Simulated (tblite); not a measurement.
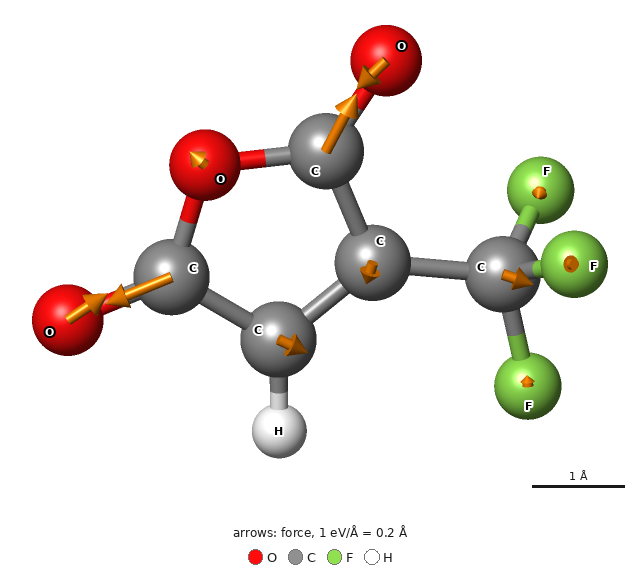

Starting geometry of C$_{5}$HF$_{3}$O$_{3}$ with the computed forces as orange arrows. A ball-and-stick model, seen at a tilt.

All numbers below come from GFN2-xTB geometry optimisation, gas phase in tblite. 

Q: Is this structure relaxed? If not, where do the atoms go?

A: It isn't relaxed: the largest force vector, on a C atom, is 3.91 eV/Å. The final displacements follow the starting forces only in part (cosine between the two patterns 0.42). The energy falls by 0.328 eV in 27 geometry steps. The largest move after the best rigid fit is that of an O atom, 0.14 Å. Largest moves by element: O 0.14 Å, F 0.07 Å, C 0.07 Å, H 0.03 Å. Some distances before and after: C–C 1.440 → 1.508 Å, C–O 1.229 → 1.185 Å, C–C 1.462 → 1.501 Å, C–F 1.363 → 1.335 Å. Among the angles between lasting bonds that change: O–C–C 124.6° → 129.2°, C–C–O 125.7° → 129.4°, O–C–O 126.9° → 123.8°. Cost: 0.26 s on 1 thread of Arm Neoverse N1 (shared host).
